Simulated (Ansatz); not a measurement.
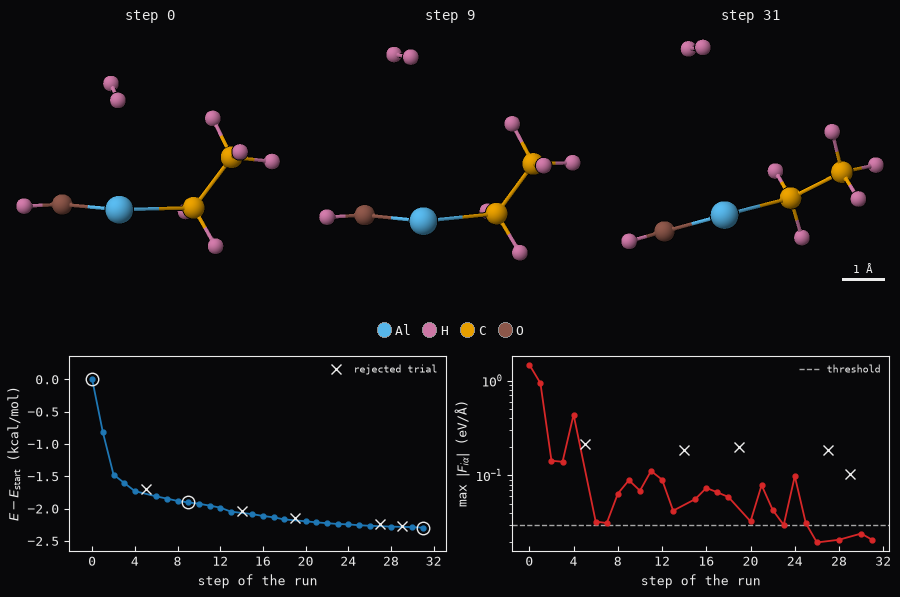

Frames of a relaxation of C2H8AlO (multiplicity 2), marked on the history of the run. Style: ball-and-stick. Shown from a free direction.

The run prepares an end point of a later path (reaction) calculation, from a guessed geometry.

These are results of UHF/def2-SVP in Ansatz 0.2.0, not measurements.

Input file:
```yaml
crystal:
  periodic: [false, false, false]
  atoms:
    - { symbol: Al, position_ang: [0.051799, -0.879712, -0.341343] }
    - { symbol: H, position_ang: [0.127105, 0.246741, 2.182248] }
    - { symbol: C, position_ang: [1.758787, -0.117426, -1.024495] }
    - { symbol: H, position_ang: [2.288535, -0.933194, -1.531187] }
    - { symbol: H, position_ang: [1.480636, 0.596126, -1.807835] }
    - { symbol: C, position_ang: [2.702037, 0.550229, -0.014021] }
    - { symbol: H, position_ang: [3.625765, 0.890151, -0.489196] }
    - { symbol: H, position_ang: [2.240591, 1.424725, 0.450652] }
    - { symbol: H, position_ang: [2.98654, -0.132156, 0.790783] }
    - { symbol: O, position_ang: [-1.382576, -0.119706, -0.849081] }
    - { symbol: H, position_ang: [-2.275715, -0.348454, -0.67221] }
    - { symbol: H, position_ang: [-0.075107, 0.924377, 2.106084] }
magnetization:
  spin_polarized: true
  initial_magnetization: 1
basis:
  gaussian: { orbitals: def2-SVP }
hamiltonian:
  xc: hf
relax:
  f_tol: 0.03
  max_steps: 50
```

Run as
```bash
ansatz run input.yaml --threads 2 --pin off --max-ram 3072MiB --backend cpu --events-out ev --progress --plain --runs-dir out
```

**Describe the path.**

H2 moves most after the best rigid fit: 1.39 Å. Largest moves by element: H 1.39 Å, O 0.70 Å, C 0.49 Å, Al 0.20 Å. Near-neighbour distances that change, for instance: H2–H12 0.711 → 0.748 Å. Groups turn about Al1–C3 by about 55°. After 26 accepted moves (31 points after the start) the energy has fallen by 2.29 kcal/mol. The largest force component goes from 1.5 to 0.021 eV/Å. The line search rejected the trial steps at points 5, 14, 19, 27, 29 of the run. The forces were under the threshold at step 26, but the run went on from there. From step 0 to 9: H2 moves most (1.08 Å), energy −1.90 kcal/mol. From step 9 to 31: H5 moves most (1.08 Å), energy −0.39 kcal/mol.

```tsv
step	E − E(0), kcal/mol	largest force component, eV/Å	note
0	0.00	1.4806	
1	-0.82	0.9440	
2	-1.47	0.1431	
3	-1.60	0.1395	
4	-1.73	0.4390	
5	-1.70	0.2135	rejected
6	-1.81	0.0326	
7	-1.84	0.0315	
8	-1.88	0.0642	
9	-1.90	0.0892	
10	-1.92	0.0690	
11	-1.95	0.1115	
12	-1.98	0.0903	
13	-2.05	0.0425	
14	-2.04	0.1858	rejected
16	-2.11	0.0738	
17	-2.13	0.0664	
18	-2.17	0.0592	
19	-2.15	0.2001	rejected
20	-2.19	0.0327	
21	-2.21	0.0790	
22	-2.22	0.0433	
23	-2.24	0.0300	
24	-2.24	0.0983	
25	-2.26	0.0312	
27	-2.23	0.1841	rejected
28	-2.28	0.0209	
29	-2.27	0.1030	rejected
30	-2.28	0.0243	
31	-2.29	0.0209
```

Limits of the set-up: the start holds two separate molecules, 2.8 Å apart at their closest, whose relative position is a soft coordinate and is computed without a dispersion correction; Hartree-Fock leaves out electron correlation.
